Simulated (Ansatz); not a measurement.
CH$_{7}$AlN (SMILES C[NH][AlH3-]) (charge −1)

Input file:

```
crystal:
  periodic: [false, false, false]
  atoms:
    - {symbol: C, position_ang: [-0.647951, 1.150562, -0.428664]}
    - {symbol: Al, position_ang: [1.308350, -0.620359, -1.712934]}
    - {symbol: N, position_ang: [0.715282, 0.911967, -0.796628]}
    - {symbol: H, position_ang: [-1.295578, 1.577347, -1.232945]}
    - {symbol: H, position_ang: [-0.757304, 1.827242, 0.446825]}
    - {symbol: H, position_ang: [-1.123649, 0.197457, -0.137582]}
    - {symbol: H, position_ang: [1.217173, 1.776264, -0.966165]}
    - {symbol: H, position_ang: [0.867774, -1.939958, -0.831402]}
    - {symbol: H, position_ang: [0.636459, -0.769835, -3.220368]}
    - {symbol: H, position_ang: [2.941408, -0.476132, -1.859180]}
basis:
  gaussian:
    orbitals: def2-TZVPD
total_charge: -1
hamiltonian:
  xc: {name: PBE0}
output: {forces: true, orbitals: {seedname: orbitals}}
```

Run with:

```sh
ansatz run input.yaml --threads 2 --pin off --max-ram 4350MiB --events-out events.jsonl --progress --plain --runs-dir runs
```

Geometry: PBE0-D3(BJ)/def2-SVPD.

Computed with isolated molecule in a Gaussian basis; Kohn-Sham density functional theory, functional PBE0 (Ansatz).

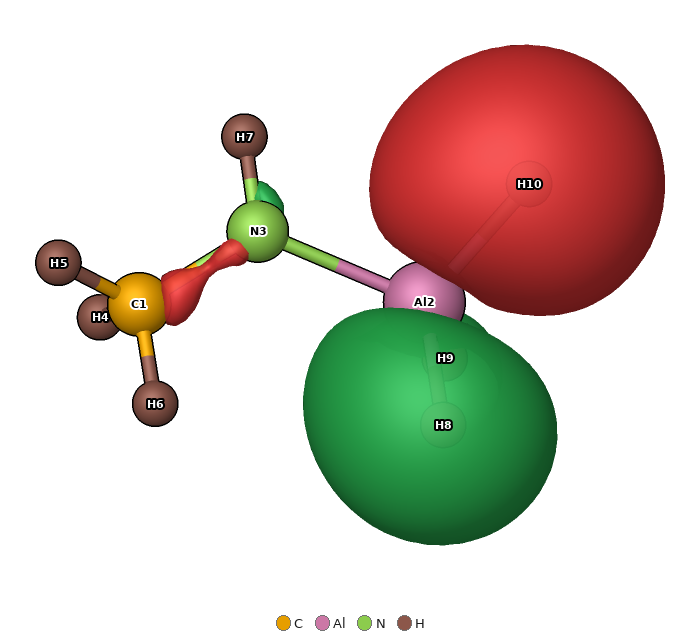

Figure 1. The HOMO−1 at ±0.08 Å⁻³ᐟ² (green and red are the two phases), seen across its widest extent.

### What is the character of this orbital?

It lies mainly on H10 (about 40 %), Al2 (about 35 %) and H8 (about 20 %). Its energy is −2.44 eV.

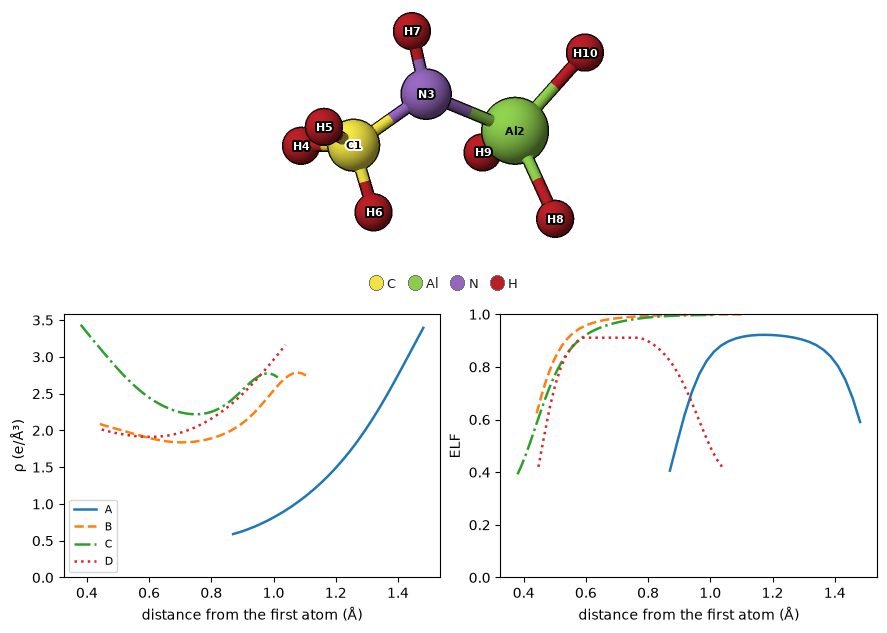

Figure 2. Electron density and ELF along straight lines between neighbouring atoms. The curves leave out the atomic cores. The structure is drawn too.

### Which curve belongs to which contact (Al–N, C–H, C–N and N–H)? The first atom named is at distance zero.

Curve A: Al–N (1.88 Å): ρ is about 0.69 e/Å³ halfway; the ELF peaks at about 0.90 in the valence shell of N, 0.7 Å from its nucleus, and is about 0.70 at the midpoint. Curve B: C–H (1.10 Å): ρ at the midpoint is about 2 e/Å³; the ELF climbs to about 1 towards the hydrogen, as it does in any bond to H: an ordinary covalent bond to hydrogen. Curve C: N–H (1.01 Å): ρ at the midpoint is about 2.8 e/Å³; the ELF climbs to about 1 towards the hydrogen; a covalent bond by its length. Curve D: C–N (1.43 Å): the density is about 2 e/Å³ at the midpoint; the ELF peaks at about 0.90 between the atoms (a shared electron pair).
